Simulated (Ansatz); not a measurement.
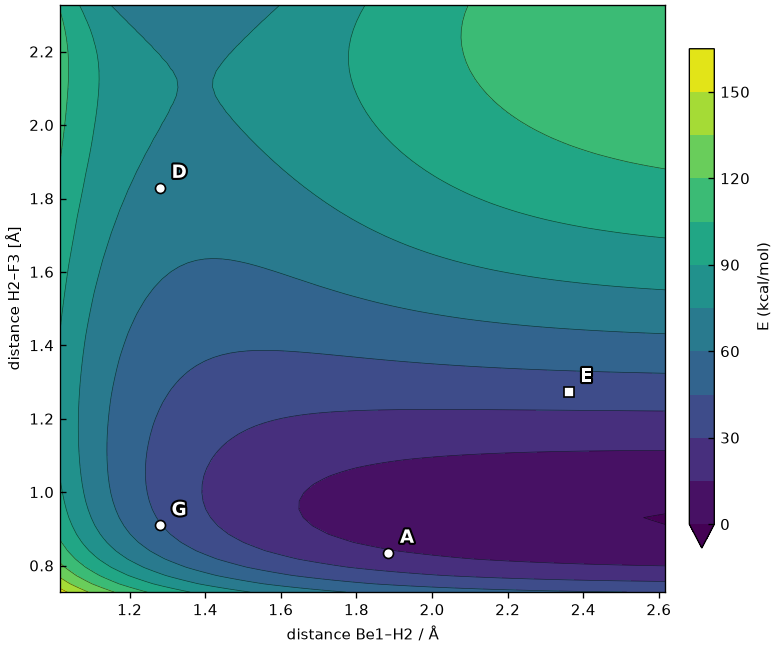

The system Be + HF. The first coordinate is: distance Be1–H2; the second: distance H2–F3. Nothing is relaxed (the angle Be1–H2–F3 is fixed at 120 degrees). The scan uses a 17 × 17 grid. Points are written as (first, second). Energies are in kcal/mol, from the lowest grid point. The restricted reference is unstable at some or all points, so the energies there are unreliable. Method: RHF-CCSD(T), frozen core/def2-TZVPD (Ansatz).

The picture shows filled contours, lettered points. Between grid points the surface is interpolated.

Question: Is E the lowest point of the computed grid?

Answer: No. E lies 37 kcal/mol above the lowest grid point, which is at (2.616 Å, 0.910 Å).

Question: What kind of point is each of A, D, E, G: minimum, saddle, maximum or slope?

Answer: A: on a slope; D: on a slope; E: on a slope; G: on a slope. (In these two coordinates alone; a stationary point may lie a little off the grid point.)

Question: Rank the lettered points by energy, lowest first.

Answer: A (17 kcal/mol), E (37 kcal/mol), G (46 kcal/mol), D (70 kcal/mol).
